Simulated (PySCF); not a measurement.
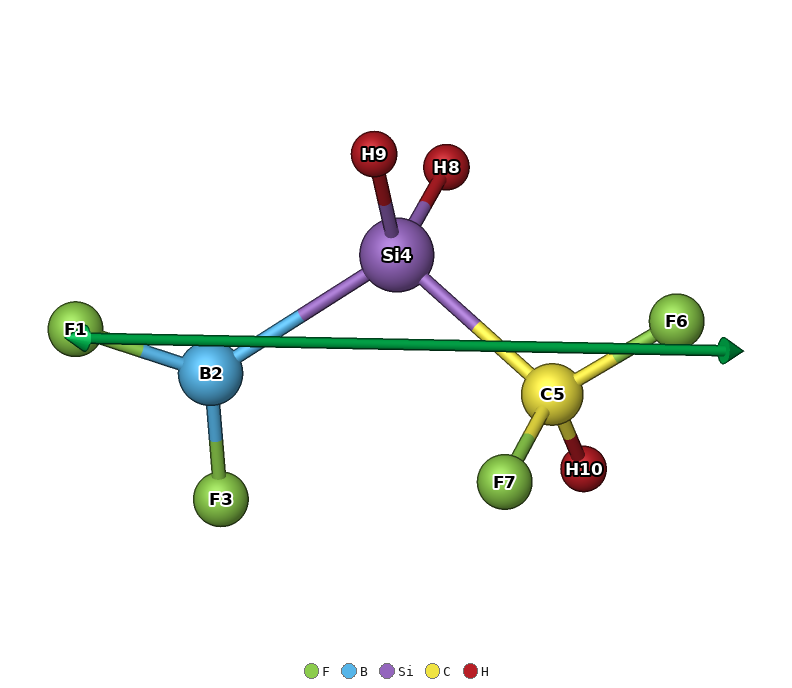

The double arrow shows the direction of the transition dipole to excited singlet state 2 (its length means nothing). The geometry was computed by an optimisation with PBE0-D3(BJ)/def2-SVP. No frequency run is at hand to confirm it as a minimum. Level of theory: TDDFT CAM-B3LYP/def2-SVPD, vertical, IEF-PCM acetone (non-equilibrium linear response), core orbitals frozen in the response (PySCF 2.14.0).

> Give its energy, strength and character.

7.10 eV (175 nm), oscillator strength 0.032, mainly HOMO−1 → LUMO (weight 0.59); transition dipole 1.09 D.
